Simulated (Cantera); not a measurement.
Input: 1 mol borazine, 2 mol O2, 81 mol H2, at 1248 K.

Cantera equilibrium calculation (NASA polynomials, part measured and part estimated; ideal gas, pure solids and liquids). Candidate condensed phases: B, BN, B2O3, B3O3H3, H2O; 39 gas species. The feed counts by its element totals alone. Mutual solubility and eutectic melting of coexisting phases are not modelled. Gases not in the tables: H3BO3. Rates play no part.

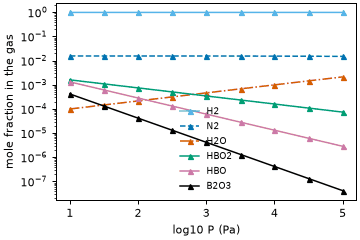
Fig. 1. Equilibrium gas composition (values under 1e-9 drawn at 1e-9)

**Question.** Read off the mole fractions at 2.40 Torr.

**Answer.** H2 about 0.98, N2 about 0.015, HBO2 about 0.00050, H2O about 0.00031, HBO about 0.00013, B2O3 about 1.3e-5.
